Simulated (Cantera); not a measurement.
Input: 1 mol B2H6, 72 mol H2, held at 1.00 mbar.

Method: chemical equilibrium by Gibbs-energy minimisation in Cantera with the NASA 1993 tables (ideal gas, pure condensed phases). Candidate condensed phases: B; 7 gas species. The feed counts by its element totals alone. The tables' values for BH2 are old estimates; treat these amounts as uncertain. Kinetics and transport are ignored.

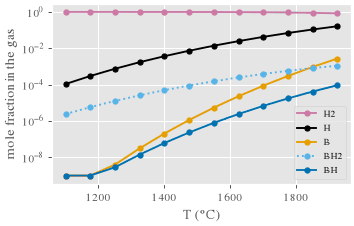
Fig. 1. Equilibrium gas composition (values under 1e-9 drawn at 1e-9)

**Question.** Read off the mole fractions at 1927 °C.

**Answer.** H2 about 0.83, H about 0.16, B about 0.0027, BH2 about 0.0011, BH about 9.3e-5.
